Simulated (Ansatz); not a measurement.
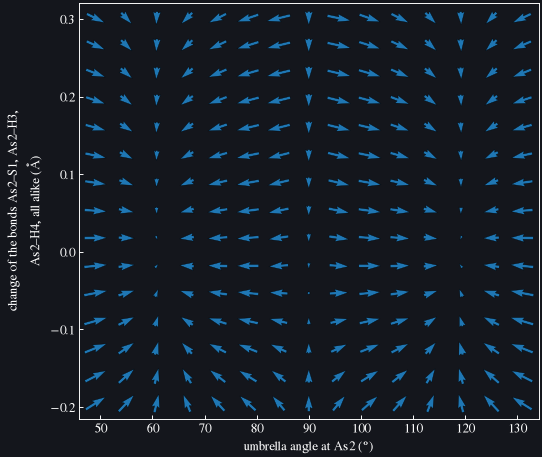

AsH2S, SMILES [S-][AsH2], charge −1. First axis: umbrella angle at As2 (between each of its bonds and their common axis; 90 is planar). Second axis: change of the bonds As2–S1, As2–H3, As2–H4, all alike. Nothing is relaxed (all other coordinates rigid). Grid: 15 × 15 points; 120 points were computed and 105 follow by symmetry. Points are written as (first, second). Level of theory: Ansatz 0.2.0, RKS B3LYP-D4/def2-TZVPD.

Drawn: arrows along the force (downhill), their lengths compressed.

The arrows alone are given. Where are the wells?

Answer. The arrows converge at about (61°, 0.000 Å); about (119°, 0.00 Å) (read from the interpolated surface).

The energy map of the same scan:

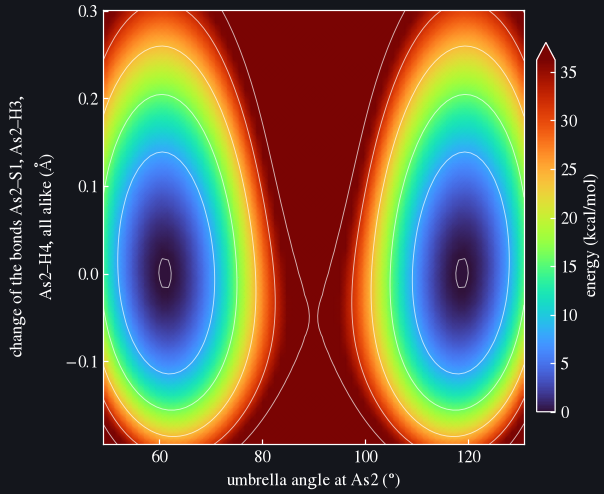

Energies are in kcal/mol, from the lowest grid point; between grid points the surface is interpolated.
